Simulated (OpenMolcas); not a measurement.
# One shape, several levels: CH3BClFO (SMILES OC(F)BCl)

We compute a comparison of 6 runs (HF/def2-SVP, BLYP/def2-SVP, M06-2X/def2-SVP, M06-L/def2-SVP, r2SCAN/def2-SVP, MP2/def2-SVP) of CH3BClFO. 

The results are computed with OpenMolcas 26.06.

1 further run of the same task is left out (set aside as unsound or not needed).

### 1 The structure to begin with

CH3BClFO has 8 atoms, charge 0, and is taken as a singlet. As SMILES, `OC(F)BCl`. The shape is that of a PBE0-D4/def2-TZVP optimisation. This is one conformer, not always the lowest.

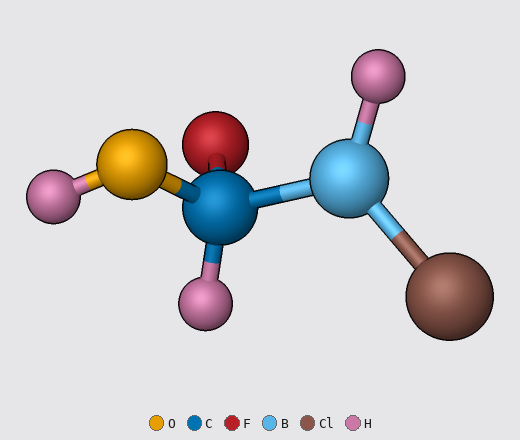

Viewed from a chosen angle; oxygen amber, carbon blue, fluorine red, boron blue, chlorine brown, hydrogen pink.

### 2 Energy and gradient at HF/def2-SVP (run 1)

Contents of geom.xyz:

```xyz
8

O     -0.045500     0.346900     1.395700
C      0.458900     0.058800     0.147300
F      1.315100    -1.045400     0.209200
B     -0.767200    -0.356700    -0.774700
Cl    -1.105700     0.541100    -2.217200
H      0.620500     0.802400     1.920200
H      1.073200     0.877500    -0.246600
H     -1.457200    -1.281600    -0.489900
```

Contents of run.input:

```
&GATEWAY
 BasLib = $CurrDir
 Coord = geom.xyz
 Basis = def2-SVP
 Group = NoSym

&SEWARD

&SCF
 Thresholds = 1e-10 1e-07 1e-07 1e-05
 PrOrbitals = 1

&ALASKA
```

The basis set def2-SVP is read from a file made from the Basis Set Exchange's data (not shown).

Launch:

```bash
$ export MOLCAS_MEM=1860
$ pymolcas run.input > run.log
```

Standard output:

```text
--- Start Module: gateway ---
[...]
--- Stop Module: gateway /rc=_RC_ALL_IS_WELL_ ---
[...]
      Basis functions           89
[...]
--- Start Module: scf ---
[...]
       Convergence after  14 Iterations
[...]
::    Total SCF energy                               -697.7928855323
[...]
      Total spin, S                                     0.0000000000
[...]
      Total electronic charge=   48.000000
      Total            charge=   -0.000000
[...]
      Dipole Moment (debye):
      Origin of the operator (angstrom)=   -0.1782    0.0186   -0.5917
                   X=  5.5189E-01               Y=  1.8361E+00               Z=  3.9542E-01           Total=  1.9576E+00
      Quadrupole Moment (debye*angstrom):
[...]
--- Stop Module: scf /rc=_RC_ALL_IS_WELL_ ---
[...]
--- Start Module: alaska ---
[...]
 *              Molecular gradients               *
 **************************************************
  Irreducible representation: a
 ------------------------------------------------------------------------------------------
                              X                       Y                       Z
 ------------------------------------------------------------------------------------------
  O1               -2.05066198725570E-02   -8.07704265658371E-03    3.09643336593624E-03
  C2               -1.08527669508940E-02    9.93605022371380E-03   -1.15786464913091E-02
  F3                1.18106090640939E-02   -1.57841801734104E-02   -6.39904363857857E-04
  B4                8.05981159725189E-04    6.18554232897583E-03   -4.52986665164268E-03
  CL5               2.60904484133828E-03   -5.81448621397129E-03    9.05243961678437E-03
  H6                1.34125714814086E-02    9.94052719612926E-03    7.75868831549653E-03
  H7                3.02088044332383E-03    3.18825162471281E-03   -2.20888460150692E-03
  H8               -2.99700166475958E-04    4.25337670441728E-04   -9.50259189830160E-04
[...]
--- Stop Module: alaska /rc=_RC_ALL_IS_WELL_ ---
[...]
```

Run time: 20 s. Hardware: 1 thread of AMD EPYC 7R43 (Zen 3), shared host; peak memory 0.48 GiB.

### 3 Energy and gradient at BLYP/def2-SVP (run 2)

Contents of coord.xyz:

```xyz
8

O     -0.045500     0.346900     1.395700
C      0.458900     0.058800     0.147300
F      1.315100    -1.045400     0.209200
B     -0.767200    -0.356700    -0.774700
Cl    -1.105700     0.541100    -2.217200
H      0.620500     0.802400     1.920200
H      1.073200     0.877500    -0.246600
H     -1.457200    -1.281600    -0.489900
```

Contents of run.input:

```
>>> EXPORT MOLCAS_PRINT=2

&GATEWAY
  BasLib=$CurrDir
  Coord=coord.xyz
  Basis=def2-SVP
  Group=NoSym

&SEWARD
  GridInput
  Grid=UltraFine
  End of Grid

&SCF
  KSDFT=BLYP
  Thresholds=1e-10 1e-07 1e-07 1e-05
  PrOrbitals=0

&ALASKA
```

The basis set def2-SVP is read from a file made from the Basis Set Exchange's data (not shown).

Launch:

```bash
$ export MOLCAS_MEM=1860
$ pymolcas run.input > run.log
```

Standard output:

```text
--- Start Module: gateway ---
[...]
--- Stop Module: gateway /rc=_RC_ALL_IS_WELL_ ---
[...]
      Basis functions           89
[...]
--- Start Module: scf ---
[...]
       Convergence after  18 Iterations
[...]
::    Total KS-DFT energy                            -699.6544670672
[...]
      Total spin, S                                     0.0000000000
[...]
      Total electronic charge=   48.000000
      Total            charge=   -0.000000
[...]
      Dipole Moment (debye):
      Origin of the operator (angstrom)=   -0.1782    0.0186   -0.5917
                   X=  6.0100E-01               Y=  1.7294E+00               Z=  3.5434E-01           Total=  1.8648E+00
      Quadrupole Moment (debye*angstrom):
[...]
--- Stop Module: scf /rc=_RC_ALL_IS_WELL_ ---
[...]
--- Start Module: alaska ---
[...]
 *              Molecular gradients               *
 **************************************************
  Irreducible representation: a
 ------------------------------------------------------------------------------------------
                              X                       Y                       Z
 ------------------------------------------------------------------------------------------
  O1                1.83012231811492E-02    2.94141292120775E-03   -5.27995888575639E-03
  C2                5.20338465718106E-03   -1.24763630637137E-03    3.35048419142758E-03
  F3               -1.01686539874688E-02    1.48088569333389E-02    1.55137013724516E-03
  B4               -4.50174021387673E-03    5.13644417399206E-06   -5.46321537448780E-03
  CL5               3.29845179817223E-03   -6.05517819802159E-03    1.13296076817520E-02
  H6               -1.06265225090754E-02   -7.29803782116667E-03   -8.36646288939047E-03
  H7               -6.21956093117371E-03   -9.83161534894972E-03    5.16879125784198E-03
  H8                4.71341800501568E-03    6.67706137564039E-03   -2.29061611876979E-03
[...]
--- Stop Module: alaska /rc=_RC_ALL_IS_WELL_ ---
[...]
```

Run time: 54 s. Hardware: 1 thread of AMD EPYC 7R43 (Zen 3), shared host; peak memory 0.49 GiB.

Run 3 isn't shown in full; the table further down has it.

### 4 Energy and gradient at M06-L/def2-SVP (run 4)

Contents of mol.inp:

```
&gateway
baslib = $CurrDir
coord
8
angstrom
O       -0.045500       0.346900       1.395700
C        0.458900       0.058800       0.147300
F        1.315100      -1.045400       0.209200
B       -0.767200      -0.356700      -0.774700
Cl      -1.105700       0.541100      -2.217200
H        0.620500       0.802400       1.920200
H        1.073200       0.877500      -0.246600
H       -1.457200      -1.281600      -0.489900
basis = def2-SVP
group = NoSym
&seward
gridinput
Grid=UltraFine
End of Grid
&scf
ksdft = M06L
thresholds = 1e-10 1e-07 1e-07 1e-05
prorbitals = 1 1
&alaska
```

The basis set def2-SVP is read from a file made from the Basis Set Exchange's data (not shown).

Launch:

```bash
$ export MOLCAS_MEM=1860
$ pymolcas mol.inp > mol.log
```

Standard output:

```text
--- Start Module: gateway ---
[...]
--- Stop Module: gateway /rc=_RC_ALL_IS_WELL_ ---
[...]
      Basis functions           89
[...]
--- Start Module: scf ---
[...]
       Convergence after  15 Iterations
[...]
::    Total KS-DFT energy                            -699.6935901928
[...]
      Total spin, S                                     0.0000000000
[...]
      Total electronic charge=   48.000000
      Total            charge=   -0.000000
[...]
      Dipole Moment (debye):
      Origin of the operator (angstrom)=   -0.1782    0.0186   -0.5917
                   X=  6.1529E-01               Y=  1.7140E+00               Z=  4.5538E-01           Total=  1.8772E+00
      Quadrupole Moment (debye*angstrom):
[...]
--- Stop Module: scf /rc=_RC_ALL_IS_WELL_ ---
[...]
--- Start Module: alaska ---
[...]
 *              Molecular gradients               *
 **************************************************
  Irreducible representation: a
 ------------------------------------------------------------------------------------------
                              X                       Y                       Z
 ------------------------------------------------------------------------------------------
  O1                3.68109386273829E-03    8.65934153843728E-04    2.05748462522592E-03
  C2                4.41263335494502E-03    4.91960360505628E-03   -3.56001325766608E-03
  F3               -4.82159740942123E-04    1.35196575440233E-03    8.60001228361496E-04
  B4               -3.69463421204319E-03   -1.65960302637380E-04   -4.12901795356113E-03
  CL5               1.10571339622290E-03   -2.21598109333421E-03    3.96182167615677E-03
  H6               -2.57329903023429E-03   -1.07118789439209E-03   -1.09167869350024E-03
  H7               -3.19567997707582E-03   -5.19550518374778E-03    2.70146309060304E-03
  H8                7.46332346377443E-04    1.51113096084998E-03   -8.00060715608675E-04
[...]
--- Stop Module: alaska /rc=_RC_ALL_IS_WELL_ ---
[...]
```

It took 59 s on 1 thread of AMD EPYC 7R43 (Zen 3), shared host; peak memory 0.48 GiB.

Run 5 isn't shown in full; the table further down has it.

### 5 The energy at MP2/def2-SVP (run 6)

Contents of run.inp:

```
* CH3BClFO MP2
&GATEWAY
BasLib = $CurrDir
Coord
8
angstrom
O       -0.045500       0.346900       1.395700
C        0.458900       0.058800       0.147300
F        1.315100      -1.045400       0.209200
B       -0.767200      -0.356700      -0.774700
Cl      -1.105700       0.541100      -2.217200
H        0.620500       0.802400       1.920200
H        1.073200       0.877500      -0.246600
H       -1.457200      -1.281600      -0.489900
Basis = def2-SVP
Group = NoSym
&SEWARD
&SCF
Thresholds = 1e-10 1e-07 1e-07 1e-05
PrOrbitals = 1 2
&MBPT2
Frozen = 9
```

The basis set def2-SVP is read from a file made from the Basis Set Exchange's data (not shown).

Launch:

```bash
$ export MOLCAS_MEM=1860
$ pymolcas run.inp > run.log
```

Standard output:

```text
--- Start Module: gateway ---
[...]
--- Stop Module: gateway /rc=_RC_ALL_IS_WELL_ ---
[...]
      Basis functions           89
[...]
--- Start Module: scf ---
[...]
       Convergence after  14 Iterations
[...]
::    Total SCF energy                               -697.7928855323
[...]
      Total spin, S                                     0.0000000000
[...]
      Total electronic charge=   48.000000
      Total            charge=   -0.000000
[...]
      Dipole Moment (debye):
      Origin of the operator (angstrom)=   -0.1782    0.0186   -0.5917
                   X=  5.5189E-01               Y=  1.8361E+00               Z=  3.9542E-01           Total=  1.9576E+00
      Quadrupole Moment (debye*angstrom):
[...]
--- Stop Module: scf /rc=_RC_ALL_IS_WELL_ ---
[...]
--- Start Module: mbpt2 ---
[...]
WARNING!
Default frozen orbitals as non valence orbitals is overwritten by user input.
Default values:   9
[...]
       Reference weight ( Cref**2 )         =        0.83067
::    Total MBPT2 energy                             -698.5081032396
[...]
      Total MBPT2 calculations                           0.60      0.72
--- Stop Module: mbpt2 /rc=_RC_ALL_IS_WELL_ ---
[...]
```

Run time: 17 s. Hardware: 1 thread of AMD EPYC 7R43 (Zen 3), shared host; peak memory 0.48 GiB.

### 6 Overview of the runs

```
run            level  integration grid      task  energy (Eh)  dipole moment (D) of the reference  HOMO energy (eV)  LUMO energy (eV)  wall time
  1      HF/def2-SVP                 –  gradient  -697.792886                                1.96            -12.09              2.21       20 s
  2    BLYP/def2-SVP         UltraFine  gradient  -699.654467                                1.86             -6.71             -2.34       54 s
  3  M06-2X/def2-SVP         UltraFine  gradient  -699.614814                                1.87             -9.88             -0.67       42 s
  4   M06-L/def2-SVP         UltraFine  gradient  -699.693590                                1.88             -7.29             -2.21       59 s
  5  r2SCAN/def2-SVP         UltraFine  gradient  -699.567757                                1.89             -7.28             -2.30       51 s
  6     MP2/def2-SVP                 –    energy  -698.508103                                1.96            -12.09              2.21       17 s
```

### 7 Summary of results

| quantity | value |
| --- | --- |
| run 6: total energy | -698.50810 Eh |
| run 6: dipole moment (mean-field density) | 1.96 D |
| run 6: HOMO energy (Hartree–Fock orbitals) | -12.09 eV |
| run 6: LUMO energy (Hartree–Fock orbitals) | 2.21 eV |
| run 6: HOMO–LUMO gap (Hartree–Fock orbitals) | 14.30 eV |
| run 6: correlation energy (9 core orbitals frozen) | -715.2 mEh |

What this shows: Over runs 1, 2, 3, 4, 5 the dipole moment (its size) runs from 1.86 D (BLYP/def2-SVP) to 1.96 D (HF/def2-SVP). Over runs 1, 2, 3, 4, 5 the HOMO–LUMO gap runs from 4.37 eV (BLYP/def2-SVP) to 14.30 eV (HF/def2-SVP). Exact exchange widens orbital gaps. Totals of different functionals can't be ranked against each other. All runs together took 4 min, the longest 59 s.
